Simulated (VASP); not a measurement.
Band structure of IrSe (space group I4_1md). Computed with PBE GGA, VASP's PBE PAW potentials (set 64) (plane waves; VASP).

Unless said otherwise, spin-orbit coupling is left out, though it shifts the bands of the heavy elements here.

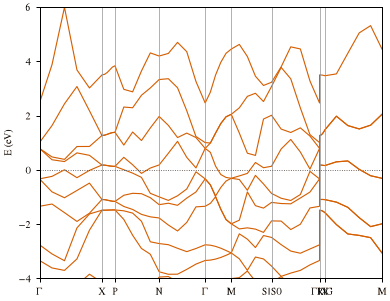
Figure: Bands along high-symmetry lines, zero at the valence-band maximum or, without a gap, the Fermi level

Problem. Read the plot: is there a gap, and where are the band edges?

Solution. It has no gap at this level: it comes out as a metal or semimetal.

The structure was generated: IrSe was put into an ordered model structure, which need not be its known phase. The cell was not relaxed at this level. The k-mesh is coarse (spacing up to 0.40 per Å, 2π included), so the numbers may not be converged in it.
